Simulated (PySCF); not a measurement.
# ReF4+: ligand-field states

What do calculations give for the ligand-field states of ReF4+?

Programs: PySCF 2.14.0, with routines of our own; each step states its level. All values are computed. Atoms count from 0.

## 1. The system as given

5 atoms, charge 1, states of the metal's open shell are computed; geometry from: model geometry, bond lengths from ionic radii.

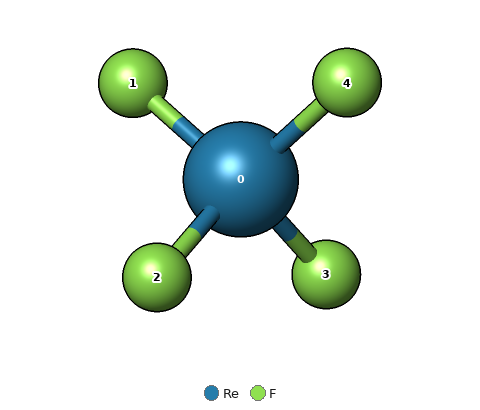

The starting geometry (rhenium blue, fluorine green); sticks join atoms by distance alone.

## 2. Ligand-field states: state-averaged CASSCF

What the job is given:

```
{"job": {"kind": "lf", "basis": {"metal": "x2c-TZVPall", "ligand": "x2c-SVPall"}, "nevpt": true}, "charge": 1, "metal": "Re", "open_shell": "d2"}
Re     0.000000     0.000000     0.000000
F      1.016136     1.016136     1.016137
F     -1.016136    -1.016136     1.016137
F     -1.016136     1.016136    -1.016137
F      1.016136    -1.016136    -1.016137
```

With the program's defaults for keys left out, this is: state-averaged CASSCF of the metal d shell, SC-NEVPT2 on the averaged canonical orbitals, state-interaction spin-orbit coupling.

Run with:

```bash
OMP_NUM_THREADS=1 python lf_run.py task.json out
```

One launch serves the whole session: the jobs run in the order shown.

The log of the run:

```text
basis functions 137, electrons 110, active (2e, 5o)
stage 1: DIIS on the effective Fock matrix, level shift 0.30
cycle   1  E = -17087.3184367754  dE = -1.709e+04  max|g| = 1.129e+00
cycle   2  E = -17087.3585155412  dE = -4.008e-02  max|g| = 8.049e-01
cycle   3  E = -17087.4792339765  dE = -1.207e-01  max|g| = 4.610e-01
cycle   4  E = -17087.6897868775  dE = -2.106e-01  max|g| = 2.181e-01
cycle   5  E = -17087.7356937222  dE = -4.591e-02  max|g| = 6.675e-02
cycle   6  E = -17087.7396936210  dE = -4.000e-03  max|g| = 2.739e-02
cycle   7  E = -17087.7403247952  dE = -6.312e-04  max|g| = 9.822e-03
cycle   8  E = -17087.7404097169  dE = -8.492e-05  max|g| = 4.314e-03
cycle   9  E = -17087.7404219312  dE = -1.221e-05  max|g| = 2.161e-03
cycle  10  E = -17087.7404254256  dE = -3.494e-06  max|g| = 8.621e-04
cycle  11  E = -17087.7404258340  dE = -4.084e-07  max|g| = 3.959e-04
cycle  12  E = -17087.7404259247  dE = -9.074e-08  max|g| = 2.038e-04
cycle  13  E = -17087.7404259477  dE = -2.300e-08  max|g| = 9.475e-05
cycle  14  E = -17087.7404259522  dE = -4.537e-09  max|g| = 4.331e-05
cycle  15  E = -17087.7404259531  dE = -8.586e-10  max|g| = 2.135e-05
cycle  16  E = -17087.7404259533  dE = -1.928e-10  max|g| = 1.080e-05
cycle  17  E = -17087.7404259533  dE = -5.093e-11  max|g| = 5.263e-06
converged average energy = -17087.7404259533

 mult deg   label        CASSCF/cm-1   NEVPT2/cm-1
   3   1   3A2                 0.0           0.0
   1   2   1E               9937.6        8343.9
   1   1   1A1             18255.2       15503.1
   3   3   3T2             19472.7       18617.7
   3   3   3T1             25238.8       22908.6
   1   3   1T2             29778.3       26089.5
   1   3   1T1             30953.0       27545.1
   3   3   3T1             41569.5       37922.0
   1   2   1E              46728.2       42319.5
   1   3   1T2             51392.3       45531.5
   1   1   1A1             64423.8       54836.2

spin-orbit levels / cm-1
      0.00  x3  3A2 0.94 3T2 0.05
   7368.60  x1  1E 0.84 3T2 0.09 3T1 0.07
   7368.61  x1  1E 0.84 3T2 0.09 3T1 0.07
  14860.77  x1  1A1 0.82 3T1 0.17
  19322.65  x1  3T2 1.00
  19447.53  x2  3T2 0.85 3T1 0.06 3A2 0.05
  19447.55  x1  3T2 0.85 3T1 0.06 3A2 0.05
  19710.80  x2  3T2 0.95 3T1 0.03
  19710.82  x1  3T2 0.95 3T1 0.03
  20176.08  x1  3T2 0.77 1E 0.13 3T1 0.05
  20176.11  x1  3T2 0.77 1E 0.13 3T1 0.05
  23698.80  x2  3T1 0.92 3T2 0.06
  23698.84  x1  3T1 0.92 3T2 0.06
  24173.21  x1  3T1 0.84 3T2 0.09 1E 0.04
  24173.26  x1  3T1 0.84 3T2 0.09 1E 0.04
  24531.06  x2  3T1 0.93 1T1 0.04
  24531.08  x1  3T1 0.93 1T1 0.04
  25632.58  x1  3T1 0.76 1A1 0.18 3T1 0.04
  26743.90  x1  1T2 0.90 3T1 0.06
  26743.93  x2  1T2 0.90 3T1 0.06
  28594.33  x1  1T1 0.93 3T1 0.04
  28594.40  x2  1T1 0.93 3T1 0.04
  39288.63  x1  3T1 0.93 3T1 0.06
  39891.91  x1  3T1 0.93 1T1 0.03
  39891.94  x2  3T1 0.93 1T1 0.03
  40378.06  x1  3T1 0.94 3T2 0.04
  40378.09  x1  3T1 0.94 3T2 0.04
  40787.88  x1  3T1 0.90 1T2 0.07
  40787.91  x2  3T1 0.90 1T2 0.07
  44455.40  x1  1E 0.95 3T1 0.04
```

Wall time 14 s (1 thread of Arm Neoverse V1, shared host); peak memory 0.34 GiB.

Warnings kept with the result: strongly covalent, metal-shell active space is small for this complex.

From this job:

```
             quantity      value
spin-orbit constant ζ  2609 cm⁻¹
```

Powder susceptibility:

```
T (K)  χT (cm³ K/mol)  μ(eff)
    2           0.597    2.19
    5           0.597    2.19
   10           0.597    2.19
   20           0.598    2.19
   30           0.598    2.19
   50           0.599    2.19
   75           0.600    2.19
  100           0.601    2.19
  150           0.604    2.20
  200           0.606    2.20
  250           0.608    2.21
  300           0.610    2.21
```

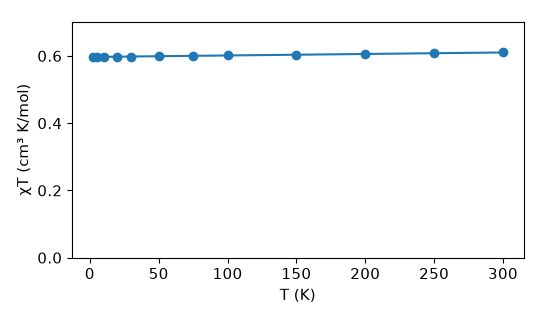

χT against temperature.

## 3. Ligand-field states: state-averaged CASSCF (bond length × 0.92)

What the job is given:

```
{"job": {"kind": "lf", "basis": {"metal": "x2c-TZVPall", "ligand": "x2c-SVPall"}, "nevpt": true, "reuse": true}, "charge": 1, "metal": "Re", "open_shell": "d2"}
Re     0.000000     0.000000     0.000000
F      0.934845     0.934845     0.934846
F     -0.934845    -0.934845     0.934846
F     -0.934845     0.934845    -0.934846
F      0.934845    -0.934845    -0.934846
```

Method: state-averaged CASSCF of the metal d shell, SC-NEVPT2 on the averaged canonical orbitals, state-interaction spin-orbit coupling.

The log of the run:

```text
basis functions 137, electrons 110, active (2e, 5o)
start from the orbitals of the previous structure
stage 1: DIIS on the effective Fock matrix, level shift 0.30
cycle   1  E = -17082.4952026100  dE = -1.708e+04  max|g| = 7.289e+01
cycle   2  E = -17087.4154304168  dE = -4.920e+00  max|g| = 5.218e-01
cycle   3  E = -17087.5519965275  dE = -1.366e-01  max|g| = 1.496e-01
cycle   4  E = -17087.5790298182  dE = -2.703e-02  max|g| = 5.891e-02
cycle   5  E = -17087.5836110747  dE = -4.581e-03  max|g| = 2.175e-02
cycle   6  E = -17087.5840348805  dE = -4.238e-04  max|g| = 1.278e-02
cycle   7  E = -17087.5841415163  dE = -1.066e-04  max|g| = 6.394e-03
cycle   8  E = -17087.5841605109  dE = -1.899e-05  max|g| = 3.117e-03
cycle   9  E = -17087.5841641869  dE = -3.676e-06  max|g| = 1.451e-03
cycle  10  E = -17087.5841648342  dE = -6.473e-07  max|g| = 6.162e-04
cycle  11  E = -17087.5841649337  dE = -9.948e-08  max|g| = 2.633e-04
cycle  12  E = -17087.5841649497  dE = -1.599e-08  max|g| = 1.103e-04
cycle  13  E = -17087.5841649522  dE = -2.521e-09  max|g| = 4.532e-05
cycle  14  E = -17087.5841649526  dE = -4.002e-10  max|g| = 1.848e-05
cycle  15  E = -17087.5841649527  dE = -6.185e-11  max|g| = 7.491e-06
converged average energy = -17087.5841649527

 mult deg   label        CASSCF/cm-1   NEVPT2/cm-1
   3   1   3A2                 0.0           0.0
   1   2   1E               9539.0        7985.4
   1   1   1A1             17874.1       15035.9
   3   3   3T2             24400.4       22691.4
   3   3   3T1             30010.2       26543.6
   1   3   1T2             34597.3       29728.2
   1   3   1T1             34939.0       30663.6
   3   3   3T1             51033.8       45654.6
   1   2   1E              55219.6       48989.7
   1   3   1T2             61482.2       53412.3
   1   1   1A1             72941.9       61750.7

spin-orbit levels / cm-1
      0.00  x3  3A2 0.96
   7456.86  x1  1E 0.92 3T2 0.05 3T1 0.04
   7456.88  x1  1E 0.92 3T2 0.05 3T1 0.04
  14655.20  x1  1A1 0.91 3T1 0.09
  23338.05  x2  3T2 0.98
  23338.07  x1  3T2 0.98
  23625.44  x1  3T2 0.92 1E 0.05 3T1 0.03
  23625.48  x1  3T2 0.92 1E 0.05 3T1 0.03
  23698.47  x2  3T2 0.94
  23698.50  x1  3T2 0.94
  23699.80  x1  3T2 1.00
  26653.39  x2  3T1 0.94 1T2 0.03
  26653.43  x1  3T1 0.94 1T2 0.03
  27040.46  x1  3T1 0.94 1E 0.03
  27040.53  x1  3T1 0.94 1E 0.03
  27907.35  x2  3T1 0.99
  27907.40  x1  3T1 0.99
  28794.27  x1  3T1 0.87 1A1 0.09
  30428.92  x1  1T2 0.92 3T1 0.04 3T1 0.03
  30428.96  x2  1T2 0.92 3T1 0.04 3T1 0.03
  31374.83  x1  1T1 0.98
  31374.93  x2  1T1 0.98
  45942.27  x1  3T1 0.98
  46690.14  x1  3T1 0.97
  46690.18  x2  3T1 0.97
  47694.30  x1  3T1 0.88 1E 0.09
  47694.34  x1  3T1 0.88 1E 0.09
  48111.10  x1  3T1 0.95 1T2 0.04
  48111.13  x2  3T1 0.95 1T2 0.04
  50813.14  x1  1E 0.89 3T1 0.08
```

It took 8.6 s on 1 thread of Arm Neoverse V1, shared host; peak memory 0.35 GiB.

Warnings kept with the result: strongly covalent, metal-shell active space is small for this complex.

In short:

```
             quantity      value
spin-orbit constant ζ  2236 cm⁻¹
```

Powder susceptibility:

```
T (K)  χT (cm³ K/mol)  μ(eff)
    2           0.724    2.41
   20           0.725    2.41
  100           0.727    2.41
  300           0.732    2.42
```

## 4. Ligand-field states: state-averaged CASSCF (bond length × 0.96)

What the job is given:

```
{"job": {"kind": "lf", "basis": {"metal": "x2c-TZVPall", "ligand": "x2c-SVPall"}, "nevpt": true, "reuse": true}, "charge": 1, "metal": "Re", "open_shell": "d2"}
Re     0.000000     0.000000     0.000000
F      0.975491     0.975491     0.975491
F     -0.975491    -0.975491     0.975491
F     -0.975491     0.975491    -0.975491
F      0.975491    -0.975491    -0.975491
```

With the program's defaults for keys left out, this is: state-averaged CASSCF of the metal d shell, SC-NEVPT2 on the averaged canonical orbitals, state-interaction spin-orbit coupling.

The log of the run:

```text
basis functions 137, electrons 110, active (2e, 5o)
start from the orbitals of the previous structure
stage 1: DIIS on the effective Fock matrix, level shift 0.30
cycle   1  E = -17086.1139796323  dE = -1.709e+04  max|g| = 3.604e+01
cycle   2  E = -17087.6519100930  dE = -1.538e+00  max|g| = 2.640e-01
cycle   3  E = -17087.6896732376  dE = -3.776e-02  max|g| = 4.852e-02
cycle   4  E = -17087.6922217631  dE = -2.549e-03  max|g| = 3.608e-02
cycle   5  E = -17087.6937411700  dE = -1.519e-03  max|g| = 1.199e-02
cycle   6  E = -17087.6938584897  dE = -1.173e-04  max|g| = 6.692e-03
cycle   7  E = -17087.6938843667  dE = -2.588e-05  max|g| = 3.411e-03
cycle   8  E = -17087.6938892130  dE = -4.846e-06  max|g| = 1.685e-03
cycle   9  E = -17087.6938901405  dE = -9.275e-07  max|g| = 7.383e-04
cycle  10  E = -17087.6938902768  dE = -1.363e-07  max|g| = 3.461e-04
cycle  11  E = -17087.6938903057  dE = -2.898e-08  max|g| = 1.471e-04
cycle  12  E = -17087.6938903103  dE = -4.602e-09  max|g| = 6.200e-05
cycle  13  E = -17087.6938903111  dE = -7.713e-10  max|g| = 2.595e-05
cycle  14  E = -17087.6938903112  dE = -1.273e-10  max|g| = 1.072e-05
cycle  15  E = -17087.6938903113  dE = -3.274e-11  max|g| = 4.349e-06
converged average energy = -17087.6938903113

 mult deg   label        CASSCF/cm-1   NEVPT2/cm-1
   3   1   3A2                 0.0           0.0
   1   2   1E               9744.4        8165.2
   1   1   1A1             18074.1       15273.4
   3   3   3T2             21789.4       20546.9
   3   3   3T1             27532.9       24660.0
   1   3   1T2             32079.3       27843.3
   1   3   1T1             32878.4       29072.2
   3   3   3T1             46006.9       41606.4
   1   2   1E              50778.4       45555.5
   1   3   1T2             56118.9       49315.4
   1   1   1A1             68442.8       58197.0

spin-orbit levels / cm-1
      0.00  x3  3A2 0.95 3T2 0.04
   7437.97  x2  1E 0.88 3T2 0.07 3T1 0.05
  14777.81  x1  1A1 0.87 3T1 0.13
  21357.13  x1  3T2 1.00
  21451.53  x3  3T2 0.89 3A2 0.04 3T1 0.04
  21462.29  x3  3T2 0.97
  21828.27  x2  3T2 0.85 1E 0.09 3T1 0.04
  25156.32  x3  3T1 0.94 3T2 0.04
  25529.83  x2  3T1 0.89 3T2 0.04 1E 0.03
  26130.38  x3  3T1 0.96
  27080.19  x1  3T1 0.82 1A1 0.13
  28502.06  x3  1T2 0.92 3T1 0.05
  29931.34  x3  1T1 0.96
  42566.26  x1  3T1 0.96 3T1 0.04
  43160.48  x3  3T1 0.95
  43874.05  x2  3T1 0.93 3T2 0.04
  44231.25  x3  3T1 0.93 1T2 0.05
  47473.07  x2  1E 0.94 3T1 0.03
  51050.41  x3  1T2 0.98
  60111.58  x1  1A1 0.98
```

Wall time 8.7 s (1 thread of Arm Neoverse V1, shared host); peak memory 0.35 GiB.

Warnings kept with the result: strongly covalent, metal-shell active space is small for this complex.

Key values:

```
             quantity      value
spin-orbit constant ζ  2454 cm⁻¹
```

Powder susceptibility:

```
T (K)  χT (cm³ K/mol)  μ(eff)
    2           0.659    2.30
   20           0.660    2.30
  100           0.663    2.30
  300           0.670    2.31
```

## 5. Ligand-field states: state-averaged CASSCF (bond length × 1.04)

What the job is given:

```
{"job": {"kind": "lf", "basis": {"metal": "x2c-TZVPall", "ligand": "x2c-SVPall"}, "nevpt": true, "reuse": true}, "charge": 1, "metal": "Re", "open_shell": "d2"}
Re     0.000000     0.000000     0.000000
F      1.056782     1.056782     1.056782
F     -1.056782    -1.056782     1.056782
F     -1.056782     1.056782    -1.056782
F      1.056782    -1.056782    -1.056782
```

Level: state-averaged CASSCF of the metal d shell, SC-NEVPT2 on the averaged canonical orbitals, state-interaction spin-orbit coupling.

The log of the run:

```text
basis functions 137, electrons 110, active (2e, 5o)
start from the orbitals of the previous structure
stage 1: DIIS on the effective Fock matrix, level shift 0.30
cycle   1  E = -17084.4342793196  dE = -1.708e+04  max|g| = 3.576e+01
cycle   2  E = -17087.6296131157  dE = -3.195e+00  max|g| = 4.173e-01
cycle   3  E = -17087.7289440576  dE = -9.933e-02  max|g| = 7.713e-02
cycle   4  E = -17087.7344640007  dE = -5.520e-03  max|g| = 8.307e-02
cycle   5  E = -17087.7414342016  dE = -6.970e-03  max|g| = 3.069e-02
cycle   6  E = -17087.7420989239  dE = -6.647e-04  max|g| = 1.403e-02
cycle   7  E = -17087.7422036693  dE = -1.047e-04  max|g| = 8.827e-03
cycle   8  E = -17087.7422300262  dE = -2.636e-05  max|g| = 5.059e-03
cycle   9  E = -17087.7422393576  dE = -9.331e-06  max|g| = 2.495e-03
cycle  10  E = -17087.7422414912  dE = -2.134e-06  max|g| = 1.141e-03
cycle  11  E = -17087.7422418965  dE = -4.054e-07  max|g| = 4.936e-04
cycle  12  E = -17087.7422419598  dE = -6.325e-08  max|g| = 2.158e-04
cycle  13  E = -17087.7422419710  dE = -1.117e-08  max|g| = 9.291e-05
cycle  14  E = -17087.7422419732  dE = -2.223e-09  max|g| = 3.929e-05
cycle  15  E = -17087.7422419737  dE = -4.839e-10  max|g| = 1.632e-05
cycle  16  E = -17087.7422419738  dE = -8.367e-11  max|g| = 7.065e-06
converged average energy = -17087.7422419738

 mult deg   label        CASSCF/cm-1   NEVPT2/cm-1
   3   1   3A2                 0.0           0.0
   1   2   1E              10124.8        8527.3
   1   1   1A1             18433.1       15742.1
   3   3   3T2             17505.7       17012.9
   3   3   3T1             23212.0       21419.6
   1   3   1T2             27777.1       24596.5
   1   3   1T1             29257.9       26223.7
   3   3   3T1             37820.6       34820.5
   1   2   1E              43191.4       39513.4
   1   3   1T2             47392.4       42298.2
   1   1   1A1             60983.5       51895.5

spin-orbit levels / cm-1
      0.00  x3  3A2 0.93 3T2 0.06
   7264.88  x2  1E 0.79 3T2 0.12 3T1 0.09
  14928.87  x1  1A1 0.77 3T1 0.22
  17677.27  x1  3T2 1.00
  17802.20  x3  3T2 0.81 3T1 0.08 3A2 0.06
  18238.54  x3  3T2 0.94 3T1 0.05
  18849.21  x2  3T2 0.69 1E 0.18 3T1 0.07
  22431.10  x3  3T1 0.90 3T2 0.08
  23028.16  x2  3T1 0.79 3T2 0.14 1E 0.04
  23216.22  x3  3T1 0.89 1T1 0.06 3T2 0.04
  24530.90  x1  3T1 0.68 1A1 0.23 3T1 0.06
  25248.84  x3  1T2 0.88 3T1 0.09
  27455.92  x3  1T1 0.89 3T1 0.07 3T1 0.04
  36425.73  x1  3T1 0.90 3T1 0.09
  37116.24  x3  3T1 0.91 1T1 0.05
  37477.88  x2  3T1 0.94 3T2 0.05
  37981.09  x3  3T1 0.86 1T2 0.10
  41888.17  x2  1E 0.95 3T1 0.05
  44563.39  x3  1T2 0.95
  54542.48  x1  1A1 0.96
```

It took 8.9 s on 1 thread of Arm Neoverse V1, shared host; peak memory 0.35 GiB.

Warnings kept with the result: strongly covalent, metal-shell active space is small for this complex.

From this job:

```
             quantity      value
spin-orbit constant ζ  2716 cm⁻¹
```

Powder susceptibility:

```
T (K)  χT (cm³ K/mol)  μ(eff)
    2           0.540    2.08
   20           0.541    2.08
  100           0.545    2.09
  300           0.556    2.11
```

## 6. Ligand-field states: state-averaged CASSCF (bond length × 1.08)

What the job is given:

```
{"job": {"kind": "lf", "basis": {"metal": "x2c-TZVPall", "ligand": "x2c-SVPall"}, "nevpt": true, "reuse": true}, "charge": 1, "metal": "Re", "open_shell": "d2"}
Re     0.000000     0.000000     0.000000
F      1.097427     1.097427     1.097428
F     -1.097427    -1.097427     1.097428
F     -1.097427     1.097427    -1.097428
F      1.097427    -1.097427    -1.097428
```

Level: state-averaged CASSCF of the metal d shell, SC-NEVPT2 on the averaged canonical orbitals, state-interaction spin-orbit coupling.

The log of the run:

```text
basis functions 137, electrons 110, active (2e, 5o)
start from the orbitals of the previous structure
stage 1: DIIS on the effective Fock matrix, level shift 0.30
cycle   1  E = -17087.1737505251  dE = -1.709e+04  max|g| = 1.619e+01
cycle   2  E = -17087.6917469430  dE = -5.180e-01  max|g| = 1.715e-01
cycle   3  E = -17087.7101627223  dE = -1.842e-02  max|g| = 3.573e-02
cycle   4  E = -17087.7108977071  dE = -7.350e-04  max|g| = 4.771e-02
cycle   5  E = -17087.7129334996  dE = -2.036e-03  max|g| = 1.750e-02
cycle   6  E = -17087.7131801841  dE = -2.467e-04  max|g| = 7.296e-03
cycle   7  E = -17087.7132127022  dE = -3.252e-05  max|g| = 4.859e-03
cycle   8  E = -17087.7132211704  dE = -8.468e-06  max|g| = 2.988e-03
cycle   9  E = -17087.7132248844  dE = -3.714e-06  max|g| = 1.513e-03
cycle  10  E = -17087.7132258585  dE = -9.741e-07  max|g| = 6.967e-04
cycle  11  E = -17087.7132260492  dE = -1.907e-07  max|g| = 2.984e-04
cycle  12  E = -17087.7132260795  dE = -3.030e-08  max|g| = 1.356e-04
cycle  13  E = -17087.7132260863  dE = -6.763e-09  max|g| = 5.929e-05
cycle  14  E = -17087.7132260879  dE = -1.641e-09  max|g| = 2.548e-05
cycle  15  E = -17087.7132260883  dE = -4.075e-10  max|g| = 1.053e-05
cycle  16  E = -17087.7132260884  dE = -6.912e-11  max|g| = 4.563e-06
converged average energy = -17087.7132260884

 mult deg   label        CASSCF/cm-1   NEVPT2/cm-1
   3   1   3A2                 0.0           0.0
   1   2   1E              10313.6        8722.3
   3   3   3T2             15888.7       15782.6
   1   1   1A1             18629.2       16012.7
   3   3   3T1             21478.1       20260.7
   1   3   1T2             26089.7       23427.6
   1   3   1T1             27817.5       25177.0
   3   3   3T1             34754.5       32395.1
   1   2   1E              40191.0       37240.4
   1   3   1T2             44119.9       39720.3
   1   1   1A1             58133.8       49478.4

spin-orbit levels / cm-1
      0.00  x3  3A2 0.91 3T2 0.07
   7159.76  x2  1E 0.73 3T2 0.16 3T1 0.11
  15018.62  x1  1A1 0.71 3T1 0.26
  16442.30  x1  3T2 1.00
  16549.36  x3  3T2 0.77 3T1 0.10 3A2 0.07
  17108.94  x2  3T2 0.93 3T1 0.06
  17108.96  x1  3T2 0.93 3T1 0.06
  17894.98  x1  3T2 0.62 1E 0.23 3T1 0.08
  17894.99  x1  3T2 0.62 1E 0.23 3T1 0.08
  21435.64  x2  3T1 0.88 3T2 0.10
  21435.67  x1  3T1 0.88 3T2 0.10
  22138.24  x1  3T1 0.75 3T2 0.17 1E 0.05
  22138.27  x1  3T1 0.75 3T2 0.17 1E 0.05
  22229.12  x2  3T1 0.87 1T1 0.07 3T2 0.04
  22229.14  x1  3T1 0.87 1T1 0.07 3T2 0.04
  23779.61  x1  3T1 0.60 1A1 0.29 3T1 0.08
  24068.27  x1  1T2 0.85 3T1 0.11 3T2 0.03
  24068.29  x2  1T2 0.85 3T1 0.11 3T2 0.03
  26560.19  x1  1T1 0.86 3T1 0.09 3T1 0.04
  26560.24  x2  1T1 0.86 3T1 0.09 3T1 0.04
  34127.47  x1  3T1 0.86 3T1 0.12
  34932.42  x1  3T1 0.88 1T1 0.07
  34932.44  x2  3T1 0.88 1T1 0.07
  35251.53  x1  3T1 0.93 3T2 0.05
  35251.55  x1  3T1 0.93 3T2 0.05
  35856.72  x1  3T1 0.83 1T2 0.12
  35856.74  x2  3T1 0.83 1T2 0.12
  39831.57  x1  1E 0.94 3T1 0.05
  39831.62  x1  1E 0.94 3T1 0.05
  42211.01  x2  1T2 0.94 3T1 0.03
```

Wall time 8.9 s (1 thread of Arm Neoverse V1, shared host); peak memory 0.35 GiB.

Warnings kept with the result: strongly covalent, metal-shell active space is small for this complex.

From this job:

```
             quantity      value
spin-orbit constant ζ  2788 cm⁻¹
```

Powder susceptibility:

```
T (K)  χT (cm³ K/mol)  μ(eff)
    2           0.492    1.98
   20           0.493    1.99
  100           0.498    2.00
  300           0.510    2.02
```

## 7. The runs side by side

From the NEVPT2 states (cm⁻¹; the spread is that of the fitted one-electron ligand-field levels):

```
step             setting  ground state  next state  orbital spread  Racah B     ζ  μ(eff), 300 K
   2            as given           3A2  1E at 8344           17566      528  2609           2.21
   3  bond length × 0.92           3A2  1E at 7985           21740      460  2236           2.42
   4  bond length × 0.96           3A2  1E at 8165           19566      499  2454           2.31
   5  bond length × 1.04           3A2  1E at 8527           15851      552  2716           2.11
   6  bond length × 1.08           3A2  1E at 8722           14470      570  2788           2.02
```

## 8. Results

```
                                                         quantity       value
            spin-orbit constant ζ (step 2, state-averaged CASSCF)   2609 cm⁻¹
ground multiplicity, μ(eff) at 300 K (step 2, 4 donors at 1.76 Å)  3, 2.21 μB
ground multiplicity, μ(eff) at 300 K (step 3, 4 donors at 1.62 Å)  3, 2.42 μB
ground multiplicity, μ(eff) at 300 K (step 4, 4 donors at 1.69 Å)  3, 2.31 μB
ground multiplicity, μ(eff) at 300 K (step 5, 4 donors at 1.83 Å)  3, 2.11 μB
ground multiplicity, μ(eff) at 300 K (step 6, 4 donors at 1.90 Å)  3, 2.02 μB
```

**Reading.** In step 2, χT goes from 0.60 at 2 K to 0.61 cm³ K/mol at 300 K: nearly flat, so one level governs the whole range. In step 3 ζ is 56 % of the free ion's 3999 cm⁻¹: an effective value, diluted by mixing with the ligands. The spread of the ligand-field levels runs from 14470 cm⁻¹ (bond length × 1.08) to 21740 cm⁻¹ (bond length × 0.92); μ(eff) at 300 K: 2.02 to 2.42 μB. The bonding is strongly covalent, and an active space of the metal's shell alone is small for it, so these values are rough.
